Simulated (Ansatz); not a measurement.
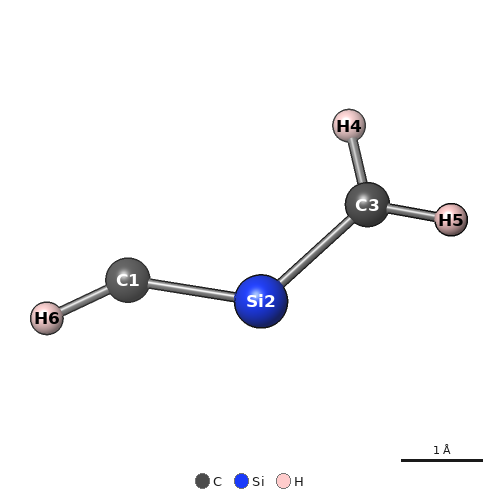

Orthographic view. Atoms fade into the background with distance from the viewer. Charge +1, singlet. The geometry was computed by an optimisation with PBE-D4/def2-SVP. No frequency run is at hand to confirm it as a minimum.

Write a Z-matrix (Å, degrees) in the order of the atom numbers, with these reference atoms: 2 to 1; 3 to 2, 1; 4 to 3, 2, 1; 5 to 3, 4, 2; 6 to 1, 2, 3.

```
C  
Si   1   1.718
C    2   1.786   1   125.6
H    3   1.108   2   118.5   1    -4.7
H    3   1.105   4   118.2   2   179.5
H    1   1.108   2   142.8   3  -175.8
```
